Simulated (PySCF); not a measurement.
```tsv
atom	x (Å)	y (Å)	z (Å)
As	1.8726	0.4751	0.7105
C	0.0023	-0.1254	0.6876
C	-0.6495	-0.6484	-0.5558
C	-1.0445	0.6882	-0.0152
H	1.8774	0.8497	-0.7449
H	2.4277	-0.8744	0.3367
H	-0.3095	-0.5847	1.6224
H	-1.3543	-1.4635	-0.4711
H	-0.0705	-0.6715	-1.4699
H	-2.0201	0.7921	0.4379
H	-0.7262	1.5656	-0.5643
```

Geometry: GFN2-xTB.

Computed with PySCF, B3LYP/def2-SVPD, SCF density, gas phase.

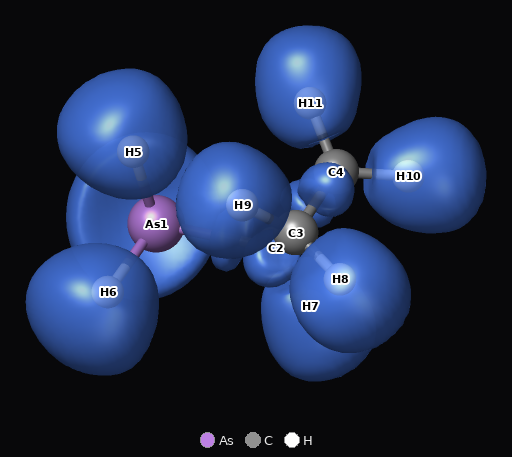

C₃H₇As. Isosurface of the electron localisation function at 0.8 (blue), seen at a tilt. Only the valence region is drawn (cores and ρ < 0.01 e/Å³ removed).

### Describe the localisation domains.

At this value the surface marks out one region between bonded As–C atoms (shared pairs), three regions between bonded C–C atoms (shared pairs), seven regions around hydrogen nuclei and one lobe on As, pointing away from the bonds (lone pairs). Along the contacts the grid gives the following. C–C (1.49 Å): the ELF peaks at about 0.90 between the atoms, as expected for a shared electron pair. C–As (1.96 Å): the ELF peaks at about 0.95 between the atoms; a shared electron pair.
